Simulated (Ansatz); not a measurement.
## Two runs on AlHCl2

System: AlHCl2, SMILES [Cl][AlH][Cl].
Method of the first run: RKS PBE0-D4/def2-TZVP (Ansatz 0.2.0).

Text and figures count atoms from 1; the logs count them from 0 in places.

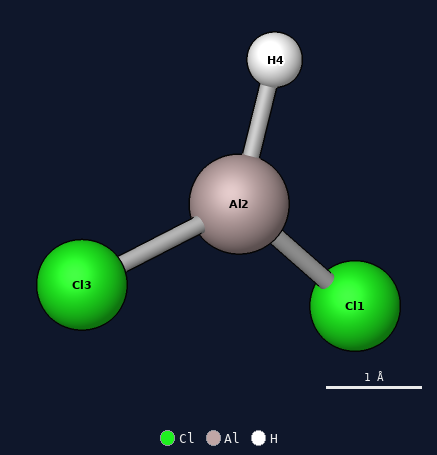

Figure 1. The input geometry (ball-and-stick view, seen at a tilt; atoms are numbered from 1 in the order of the input). Sticks mark near contacts. Bond lengths as drawn: Al–Cl 1.95 to 2.07 Å and Al–H 1.57 Å.

## The input, the first run
```yaml
crystal:
  periodic: [false, false, false]
  atoms:
    - { symbol: Cl, position_ang: [-1.231429, 0.6264, 1.346398] }
    - { symbol: Al, position_ang: [0.067444, 0.062914, 0.007826] }
    - { symbol: Cl, position_ang: [-0.160456, -1.720044, -1.023107] }
    - { symbol: H, position_ang: [1.265075, 1.052344, -0.211394] }
basis:
  gaussian: { orbitals: def2-TZVP }
hamiltonian:
  xc: pbe0
  dispersion: d4
output:
  forces: true
```

Launched with:
```bash
ansatz run input.yaml --threads 1 --pin off --max-ram 2560MiB --backend cpu --events-out ev --progress --plain --runs-dir out
```

Hardware: 1 thread of Intel Xeon @ 2.50GHz (Skylake/Cascade Lake), 189 GiB of memory available, shared host.

## Output (the first run)
```
Engine: ansatz 0.2.0, x86_64-unknown-linux-gnu
Functional definition: PBE0
  parameter a = 0.25
  parameter kappa = 0.804
  parameter beta = 0.06672455060314922
  exchange = (1 - a)*pbe_x(kappa = kappa, mu = beta*pi^2/3) + a*exact_x
  correlation = pbe_c(beta = beta)
859 factors; their error is unknown
mean field evaluation 1: about -31650.7714 eV, gradient 1.8e1 eV
mean field evaluation 2: about -31651.0836 eV, gradient 1.5e1 eV
mean field evaluation 4: about -31651.5096 eV, gradient 7.3e-1 eV
mean field evaluation 8: about -31651.5984 eV, gradient 1.1e-2 eV
mean field -31651.59837284 eV, -1163.1747859781 hartree, gradient 1.2e-5 eV, S^2 0.000000; 0 other end points of the search recorded, 0 dependent functions left out
the calculation of the forces begins
reference -31651.59840039 eV, -1163.1747869903 hartree; 24, 24 occupied and 93, 93 virtual orbitals, 859 factors
Total energy: -31651.67649532 eV, -1163.1776569263 hartree
Atom 0 at    -1.231429     0.626400     1.346398 Å, force    -2.179857     0.759395     2.121179 eV/Å
Atom 1 at     0.067444     0.062914     0.007826 Å, force     2.100318    -0.417927    -1.832733 eV/Å
Atom 2 at    -0.160456    -1.720044    -1.023107 Å, force    -0.002633    -0.177471    -0.117429 eV/Å
Atom 3 at     1.265075     1.052344    -0.211394 Å, force     0.082172    -0.163998    -0.171017 eV/Å
Dipole moment:     0.070362     0.108208     0.020805 e Å
```

For the second run the input was changed thus:
```diff
-    - { symbol: Cl, position_ang: [-1.231429, 0.6264, 1.346398] }
-    - { symbol: Al, position_ang: [0.067444, 0.062914, 0.007826] }
-    - { symbol: Cl, position_ang: [-0.160456, -1.720044, -1.023107] }
-    - { symbol: H, position_ang: [1.265075, 1.052344, -0.211394] }
+    - { symbol: Cl, position_ang: [-1.328422, 0.658802, 1.439847] }
+    - { symbol: Al, position_ang: [0.215067, 0.150335, -0.042427] }
+    - { symbol: Cl, position_ang: [-0.180642, -1.820197, -1.075562] }
+    - { symbol: H, position_ang: [1.434607, 1.095005, -0.307941] }
```

How does the second run compare with the first run?

With the same method and basis, the second run lies 2.9 kcal/mol higher. The largest force goes from 3.135 to 2.187 eV/Å. On the same kind of shared host the second run took about 1.6 times as long.

## Output (the second run)
```
Engine: ansatz 0.2.0, x86_64-unknown-linux-gnu
Functional definition: PBE0
  parameter a = 0.25
  parameter kappa = 0.804
  parameter beta = 0.06672455060314922
  exchange = (1 - a)*pbe_x(kappa = kappa, mu = beta*pi^2/3) + a*exact_x
  correlation = pbe_c(beta = beta)
859 factors; their error is unknown
mean field evaluation 1: about -31650.4007 eV, gradient 1.9e1 eV
mean field evaluation 2: about -31650.1667 eV, gradient 2.3e1 eV
mean field evaluation 4: about -31651.3873 eV, gradient 7.6e-1 eV
mean field evaluation 8: about -31651.4765 eV, gradient 1.2e-2 eV
mean field -31651.47651763 eV, -1163.1703078816 hartree, gradient 2.2e-5 eV, S^2 0.000000; 0 other end points of the search recorded, 0 dependent functions left out
the calculation of the forces begins
reference -31651.47654625 eV, -1163.1703089333 hartree; 24, 24 occupied and 93, 93 virtual orbitals, 859 factors
Total energy: -31651.55090788 eV, -1163.1730416730 hartree
Atom 0 at    -1.328422     0.658802     1.439847 Å, force     1.176762    -0.324048    -1.087306 eV/Å
Atom 1 at     0.215067     0.150335    -0.042427 Å, force    -1.618551    -1.454068     0.217640 eV/Å
Atom 2 at    -0.180642    -1.820197    -1.075562 Å, force     0.484570     1.897899     0.918632 eV/Å
Atom 3 at     1.434607     1.095005    -0.307941 Å, force    -0.042780    -0.119782    -0.048967 eV/Å
Dipole moment:     0.319809     0.261392    -0.060437 e Å
```

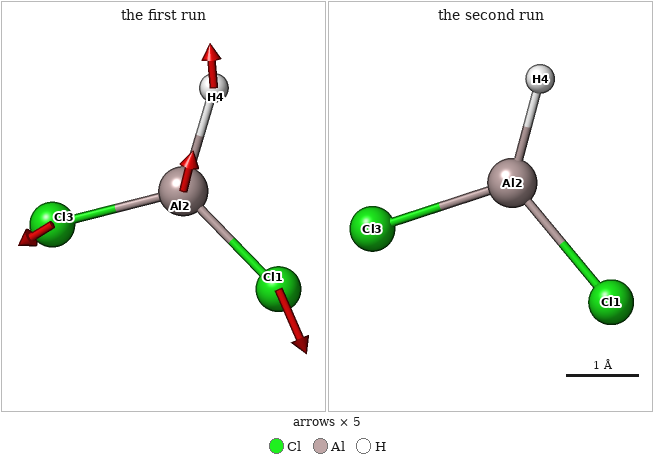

Figure 2. The two input geometries at one scale (ball-and-stick view, seen at a tilt). The red arrows on the first give the shifts of the atoms after the best rigid fit, magnified 5 times. Cl1 moves most after the best rigid fit: 0.20 Å. Largest moves by element: Cl 0.20 Å, H 0.13 Å, Al 0.12 Å. Among the contacts that change: Cl1–Al2 1.948 → 2.200 Å, Al2–Cl3 2.072 → 2.260 Å.

## The two runs side by side

| quantity | the first run | the second run |
| --- | --- | --- |
| outcome | converged | converged |
| total energy (hartree) | −1163.177657 | −1163.173042 |
| largest force (eV/Å) | 3.135 | 2.187 |
| basis functions | 117 | 117 |
| wall time (shared host) | 3.8 s | 6 s |
